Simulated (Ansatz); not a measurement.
## Run report: GaH$_{4}$F, phonon calculation

- system: GaH$_{4}$F
- method: RKS PBE-D4/def2-SVP (Ansatz 0.2.0)

It belongs to a series of runs on one base structure; here: vibrations at the highest image of the band. Figures and captions count atoms from 1; the log counts them from 0 in places.

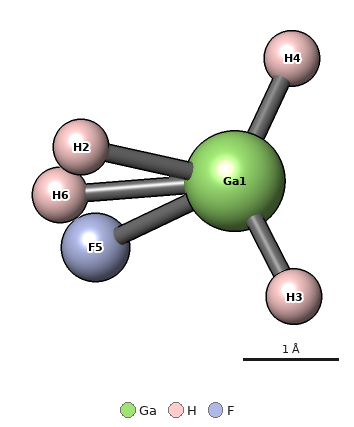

The input geometry (ball-and-stick view, seen at a tilt; atoms are numbered from 1 in the order of the input). Sticks mark near contacts. Bond lengths as drawn: F–Ga 2.03 Å and Ga–H 1.56 to 1.86 Å.

## The input
```yaml
crystal:
  periodic: [false, false, false]
  atoms:
    - { symbol: Ga, position_ang: [0.009934, -0.149374, -0.07438] }
    - { symbol: H, position_ang: [0.018895, -0.002217, 1.704498] }
    - { symbol: H, position_ang: [1.437718, 0.160023, -0.633886] }
    - { symbol: H, position_ang: [-1.437542, 0.094553, -0.614966] }
    - { symbol: F, position_ang: [0.05859, -1.973145, 0.814962] }
    - { symbol: H, position_ang: [0.040805, -1.04174, 1.556072] }
basis:
  gaussian: { orbitals: def2-SVP }
hamiltonian:
  xc: pbe
  dispersion: d4
phonons: {}
```

Run on 1 thread of Arm Neoverse V1, 24 GiB of memory available, shared host.

Command:
```bash
ansatz run input.yaml --threads 1 --pin off --max-ram 2048MiB --backend cpu --events-out ev --progress --plain --runs-dir out
```

## The program's output
```
Engine: ansatz 0.2.0, aarch64-unknown-linux-gnu
Functional definition: PBE
  parameter kappa = 0.804
  parameter beta = 0.06672455060314922
  exchange = pbe_x(kappa = kappa, mu = beta*pi^2/3)
  correlation = pbe_c(beta = beta)
735 factors; their error is unknown
mean field evaluation 1: about -55136.9756 eV, gradient 4.2e1 eV
mean field evaluation 2: about -55127.1328 eV, gradient 9.1e1 eV
mean field evaluation 4: about -55139.4215 eV, gradient 4.0e0 eV
mean field evaluation 8: about -55139.4369 eV, gradient 4.1e-2 eV
mean field evaluation 16: about -55139.4036 eV, gradient 2.8e-5 eV
mean field -55139.40359362 eV, -2026.3357072352 hartree, gradient 2.8e-5 eV, S^2 0.000000; 0 other end points of the search recorded, 0 dependent functions left out
the calculation of the forces begins
reference -55139.40363039 eV, -2026.3357085868 hartree; 22, 22 occupied and 44, 44 virtual orbitals, 735 factors
these checks for a lower state are left out or cut short: stability, starts, cluster_reference, orbital_swaps, neighbouring_geometries, increment
735 factors; their error is unknown
mean field -55139.40352170 eV, -2026.3357045924 hartree, gradient 1.9e-6 eV, S^2 0.000000; 0 other end points of the search recorded, 0 dependent functions left out
[... from here on the field's lines of each further geometry are left out, up to the last ...]
the calculation of the forces begins
reference -55139.40362405 eV, -2026.3357083538 hartree; 22, 22 occupied and 44, 44 virtual orbitals, 735 factors
these checks for a lower state are left out or cut short: stability, starts, cluster_reference, orbital_swaps, neighbouring_geometries, increment
735 factors; their error is unknown
mean field -55139.40354207 eV, -2026.3357053411 hartree, gradient 1.5e-6 eV, S^2 0.000000; 0 other end points of the search recorded, 0 dependent functions left out
the calculation of the forces begins
reference -55139.40357885 eV, -2026.3357066925 hartree; 22, 22 occupied and 44, 44 virtual orbitals, 735 factors
WARN: phonons: modes at or below zero, which the zero-point energy, F, S and C_V leave out: 1, the lowest at -750.14 cm⁻¹. A minimum has none, and a first-order saddle one
Total energy: -55139.47061577 eV, -2026.3381702540 hartree
Atom 0 at     0.009934    -0.149374    -0.074380 Å, force     0.003829     0.010794    -0.005178 eV/Å
Atom 1 at     0.018895    -0.002217     1.704498 Å, force    -0.003001     0.001825    -0.004105 eV/Å
Atom 2 at     1.437718     0.160023    -0.633886 Å, force    -0.000659     0.000050     0.000913 eV/Å
Atom 3 at    -1.437542     0.094553    -0.614966 Å, force    -0.001349    -0.000950     0.001025 eV/Å
Atom 4 at     0.058590    -1.973145     0.814962 Å, force    -0.003094    -0.013977    -0.001728 eV/Å
Atom 5 at     0.040805    -1.041740     1.556072 Å, force     0.004275     0.002258     0.009073 eV/Å
Dipole moment:    -0.005794     0.218768    -0.031891 e Å
Vibrations: -750.14 436.53 490.73 578.73 697.87 813.65 1053.22 1142.67 1721.00 1770.78 1962.41 1986.61 cm⁻¹, zero-point energy 0.784459 eV
```

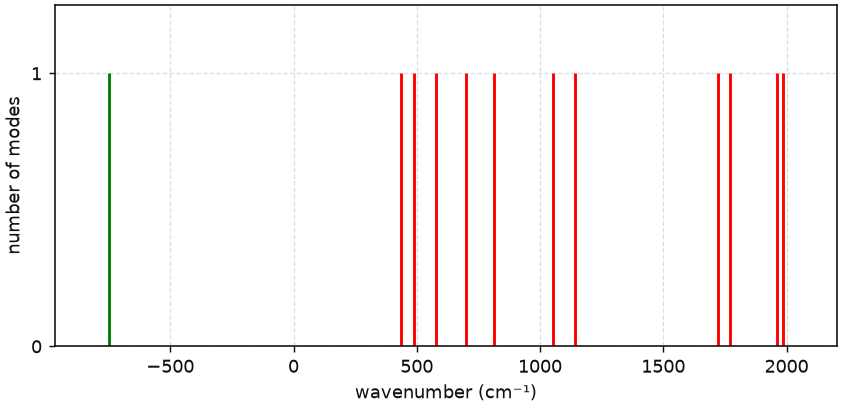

Harmonic vibrational wavenumbers from the force constants; neighbouring modes closer than 12 cm⁻¹ are counted in one stick, and imaginary ones are drawn at negative wavenumbers. 12 modes from 750i to 1987 cm⁻¹, 1 imaginary beyond 8i (750i cm⁻¹): a first-order saddle point, if the geometry is stationary.

## Summary

- outcome: converged
- total energy: −55139.4706 eV
- mean-field energy: −55139.4036 eV
- largest force (length of the vector): 0.014 eV/Å
- wall time: 30 s
- peak memory: 0.098 GiB
